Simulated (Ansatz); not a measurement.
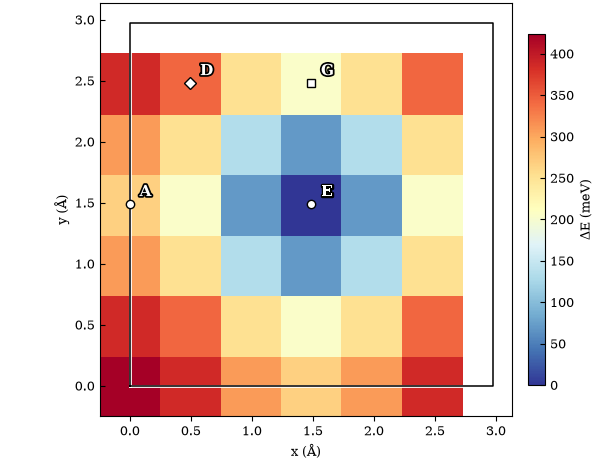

O on a TiN(100) slab cut from the Fm-3m phase, its upper half relaxed before the scan (24 atoms of substrate and one adsorbate in a 2 × 2 cell). O is moved over the surface cell at a fixed height above a rigid substrate; the origin of the map has the adsorbate above N21; the height is held at 2.50 Å. Places are given modulo a cell vector. The map is drawn in real space over the plane of the surface. The grid has 6 × 6 points; 10 points were computed and 26 follow by symmetry. Places are given in fractions of the 1 × 1 surface cell. All energies are given in meV relative to the lowest grid point. The runs have no spin polarisation, so an open-shell adsorbate far from the surface lies too high. At a fixed height the lowest place need not be the adsorption site. The calculation used Ansatz, DFT PBE+D3(BJ), scalar-relativistic, plane waves, PAW. Settings: cutoff 420 eV, k-mesh 5×5×1, gaussian smearing 0.1 eV, no spin polarisation.

Drawn: one coloured cell a grid point, the outline of one cell of the plane, lettered points.

**Is G the lowest point of the computed grid?**

No. G lies 204 meV above the lowest grid point, which is at the top site over a surface Ti atom, (3/6, 3/6) of the cell vectors.

**What kind of point is each of A, D, E, G: minimum, saddle, maximum or slope?**

A: saddle point; D: on a slope; E: minimum; G: on a slope. (In these two coordinates alone; a stationary point may lie a little off the grid point.)

PAW datasets: the set soft_1.
